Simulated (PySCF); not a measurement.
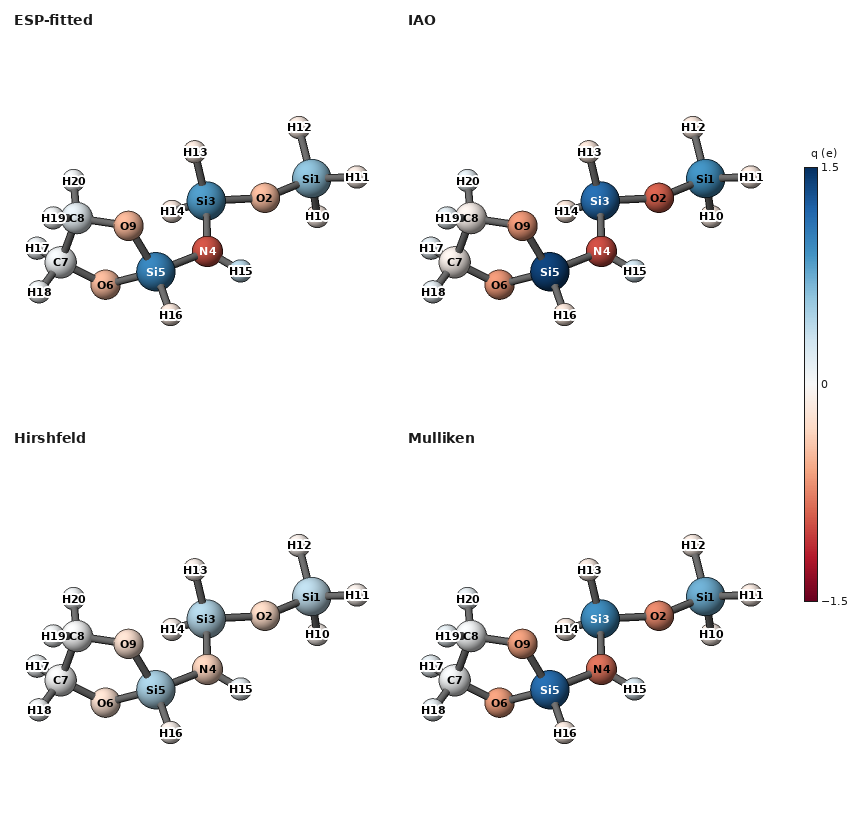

Atomic charges of one calculation by 4 schemes, on one colour scale. Computed geometry: GFN2-xTB optimisation. No frequency run is at hand to confirm it as a minimum. Computed with PBE0/pcSseg-1 (PySCF 2.14.0).

Which scheme gives the most polar picture (largest mean size of the charges)?

Answer. The IAO charges are the largest in size here, and the Hirshfeld charges the smallest.

On which atom do the schemes disagree most?

Answer. On Si5 (from 0.48 to 1.38 e).

List the charges (e), one line for each set of equivalent atoms.

| atom | ESP-fitted | IAO | Hirshfeld | Mulliken |
| --- | --- | --- | --- | --- |
| Si1 | 0.60 | 0.89 | 0.40 | 0.74 |
| O2 | −0.47 | −0.89 | −0.30 | −0.72 |
| Si3 | 0.85 | 1.15 | 0.44 | 0.93 |
| N4 | −0.94 | −0.97 | −0.33 | −0.82 |
| Si5 | 0.99 | 1.38 | 0.48 | 1.14 |
| O6 | −0.48 | −0.65 | −0.24 | −0.62 |
| C7 | 0.05 | −0.07 | 0.00 | 0.03 |
| C8 | 0.13 | −0.07 | 0.00 | 0.03 |
| O9 | −0.50 | −0.65 | −0.24 | −0.62 |
| H10 | −0.13 | −0.15 | −0.08 | −0.12 |
| H11 | −0.12 | −0.14 | −0.08 | −0.13 |
| H12 | −0.13 | −0.15 | −0.08 | −0.13 |
| H13 | −0.15 | −0.17 | −0.09 | −0.13 |
| H14 | −0.15 | −0.17 | −0.09 | −0.13 |
| H15 | 0.40 | 0.29 | 0.13 | 0.22 |
| H16 | −0.15 | −0.17 | −0.08 | −0.14 |
| H17 | 0.07 | 0.15 | 0.05 | 0.12 |
| H18 | 0.05 | 0.13 | 0.04 | 0.11 |
| H19 | 0.04 | 0.14 | 0.05 | 0.12 |
| H20 | 0.04 | 0.13 | 0.04 | 0.11 |

The geometry is semi-empirical. Around Si such bond lengths and angles can be off by a tenth of an ångström or more and by several degrees, and values that hang on the shape move with them.
